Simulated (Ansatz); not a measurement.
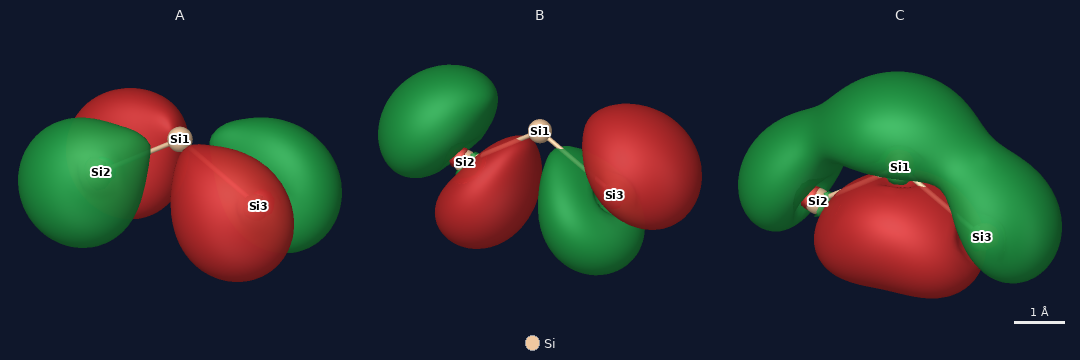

*Si₃ (triplet). Three frontier orbitals at ±0.08 Å⁻³ᐟ² (green and red are the two phases), in no order.*

Geometry: r2SCAN-D4/def2-TZVP.

Method: Ansatz, isolated molecule in a Gaussian basis; Kohn-Sham density functional theory, functional PBE0.

```xyz
3

Si    0.4092    0.7245    0.9176
Si   -1.7757    0.2448    0.8121
Si    1.8487   -0.3697   -0.4036
```

> Order the three orbitals by energy and name them. All are α orbitals.

C is the HOMO−1 (α) (−6.58 eV). It lies mainly on Si1 (about 45 %), Si2 (about 30 %) and Si3 (about 30 %); it is symmetric in the molecular plane (an in-plane orbital: σ, lone-pair or in-plane π type). A is the HOMO (α) (−5.45 eV). It lies mainly on Si2 (about 45 %) and Si3 (about 45 %); it changes sign across the molecular plane (π type). B is the LUMO (α) (−3.12 eV). It lies mainly on Si2 (about 45 %), Si3 (about 45 %) and Si1 (about 10 %); it is symmetric in the molecular plane (an in-plane orbital: σ, lone-pair or in-plane π type).

> What is the gap between the highest occupied and lowest empty α orbitals?

2.33 eV between the orbital energies.
